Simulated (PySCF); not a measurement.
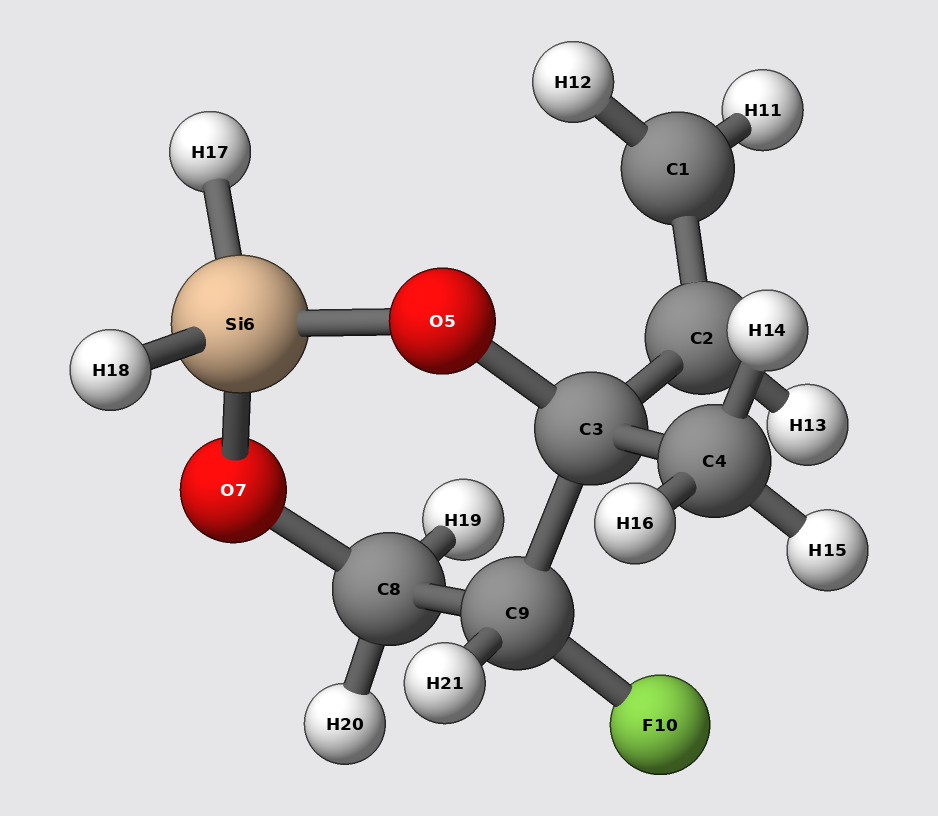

The geometry was computed by an optimisation with GFN2-xTB. No frequency run is at hand to confirm it as a minimum. Level of theory: GIAO PBE0/pcSseg-1 NMR shielding, non-relativistic, gas phase (PySCF 2.14.0). Principal shieldings σ11 ≤ σ22 ≤ σ33, span Ω = σ33 − σ11, skew κ = 3(σiso − σ22)/Ω.

Give the shielding tensors of the Si atoms.

```json
{"atom": "Si6", "σ11": "348.4", "σ22": "397.5", "σ33": "398.5", "σiso": "381.4", "Ω": "50.1", "κ": "−0.96"}
```

Shieldings and span in ppm.

The geometry is semi-empirical. Around Si such bond lengths and angles can be off by a tenth of an ångström or more and by several degrees, and values that hang on the shape move with them.
